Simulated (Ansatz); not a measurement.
# GaH₆OPSi: basis-set convergence

Aim: see how fast density functionals converge with the basis set for GaH₆OPSi.

Program: Ansatz 0.2.0, Gaussian basis. Level of theory: one geometry, several basis sets. These are calculated values, not measurements.

Plan: PBE0-D4/def2-SVP; ωB97M-V/def2-SVP; PBE0-D4/def2-QZVPP; ωB97M-V/def2-QZVPP; the functionals' def2-TZVPP values are taken from earlier runs.

### 1 The relaxed structure

An earlier PBE0-D4 in a triple-zeta def2 set relaxation fixed the geometry.

SMILES `OP[SiH2][GaH2]`, 10 atoms, charge 0, spin multiplicity 1.

Atoms are counted from 1 here; the program's logs count them from 0.

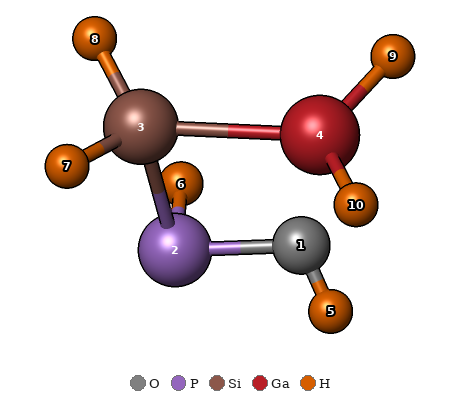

The structure; oxygen grey, phosphorus purple, silicon brown, gallium red, hydrogen orange; atoms are numbered from 1 in the order of the file.

### 2 PBE0-D4 in def2-SVP

in.yaml reads:

```yaml
crystal:
  periodic: [false, false, false]
  atoms:
    - {symbol: O, position_ang: [-0.353329, 1.308898, -0.625393]}
    - {symbol: P, position_ang: [-1.060746, -0.087080, -1.360263]}
    - {symbol: Si, position_ang: [0.046692, -1.455173, 0.099786]}
    - {symbol: Ga, position_ang: [0.999891, 0.613408, 0.954120]}
    - {symbol: H, position_ang: [-0.105389, 1.967165, -1.281231]}
    - {symbol: H, position_ang: [-2.266501, -0.053332, -0.608515]}
    - {symbol: H, position_ang: [0.892802, -2.399368, -0.681533]}
    - {symbol: H, position_ang: [-0.926553, -2.261047, 0.887660]}
    - {symbol: H, position_ang: [0.386335, 1.280207, 2.235189]}
    - {symbol: H, position_ang: [2.386780, 1.086323, 0.380189]}
basis:
  gaussian: {orbitals: def2-SVP}
hamiltonian: {xc: pbe0, dispersion: d4}
output: {orbitals: {seedname: orbitals}}
```

On the command line:

```console
$ ansatz run in.yaml --threads 2 --pin off --events-out ev --progress --plain --max-ram 31744MiB --backend cpu
```

After this run come: ωB97M-V in def2-SVP; PBE0-D4 in def2-QZVPP; ωB97M-V in def2-QZVPP.

**Question.** What will the summary of the whole plan be? Wanted: PBE0-D4: double and triple zeta above quadruple; ωB97M-V: double and triple zeta above quadruple.

As calculated:

| quantity | value |
| --- | --- |
| PBE0-D4: double and triple zeta above quadruple | 17.18, 1.86 eV |
| ωB97M-V: double and triple zeta above quadruple | 17.16, 1.79 eV |

**Reading.** PBE0-D4 gains 15.32 eV from double to triple zeta, then 1.86 eV more. These are total energies; as a rule much of such shifts cancels in differences, which this series doesn't test.
